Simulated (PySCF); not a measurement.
# TiNBr: singlet, from a bent start

The task is one start of a wider search on TiNBr: the singlet, from a bent start. It is relaxed, tested by its Hessian and followed downhill if it is a saddle.

The runs use PySCF 2.14.0; PBE0, basis Ti def2-TZVP, N def2-TZVP, Br def2-TZVP, no relativity, density fitting.

### 1 Where the work starts

3 atoms, charge 0, spin multiplicity 1.

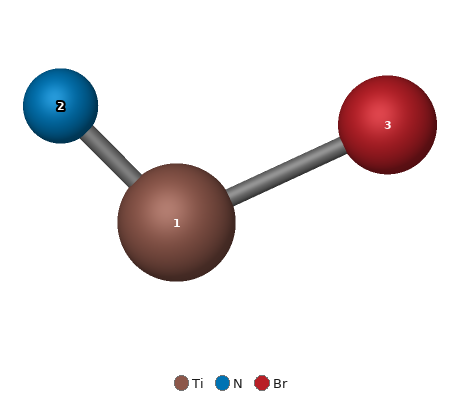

Start geometry, drawn with titanium brown, nitrogen blue, bromine red; atoms are numbered from 1 in the order of the file.

```xyz
3
charge 0 multiplicity 1
Ti   -1.0032    0.0000   -0.9042
N    -2.4531    0.0000    0.1110
Br    1.0447    0.0000    0.5297
```

### 2 Bent start, singlet: relaxation

One driver script runs all steps and calls PySCF; scf.py shows how it sets up the SCF of each step. The optimiser is the driver's own. Before each start the driver seeks the lowest SCF state from one or more starting densities and follows internal instabilities, so scf.py alone need not reach the same state.

The program finds Cs symmetry in the start, which this walk keeps. The walk stops when the largest gradient is under 0.0003 Eh/bohr and the energy has settled too.

scf.py

```python
from pyscf import gto, scf, dft
mol = gto.M(atom='''
Ti    -1.003155     0.000000    -0.904220
N     -2.453055     0.000000     0.110980
Br     1.044745     0.000000     0.529680''',
    basis={'Ti': 'def2-TZVP', 'N': 'def2-TZVP', 'Br': 'def2-TZVP'},
    charge=0, spin=0)
mf = dft.RKS(mol, xc='PBE0')
mf.grids.atom_grid = (50, 194)
aux = {'Ti': 'def2-universal-JKFIT', 'N': 'def2-universal-JKFIT', 'Br': 'def2-universal-JKFIT'}
mf = mf.density_fit(auxbasis=aux)
mf.kernel()
```

After this run come: Frequencies.

**Question.** What will these runs give? Wanted: minimum; geometry; wavenumbers; dipole moment; highest occupied, lowest empty level; polar-tensor charge of Ti1; zero-point energy; atomisation energy.

The runs gave:

| quantity | value |
| --- | --- |
| minimum | singlet, Cs |
| geometry | Ti–Br 2.431 Å, Ti–N 1.543 Å; Br–Ti–N 119.3° |
| wavenumbers (cm⁻¹) | 160 (a'), 322 (a'), 1172 (a') |
| dipole moment | 5.79 D |
| highest occupied, lowest empty level | -7.13, -2.67 eV |
| polar-tensor charge of Ti1 | +1.55 e |
| zero-point energy | 9.9 kJ/mol |
| entropy at 298.15 K | 293.1 J/(mol K) |
| atomisation energy (no zero-point energy) | 880 kJ/mol |

**Reading.** The bent start keeps its Cs symmetry and ends in a minimum. The strongest infrared band lies at 1172 cm⁻¹ (a', stretch). With 5.8 D the molecule is strongly polar. Only this shape and spin were tried, so other structures or states may lie lower.
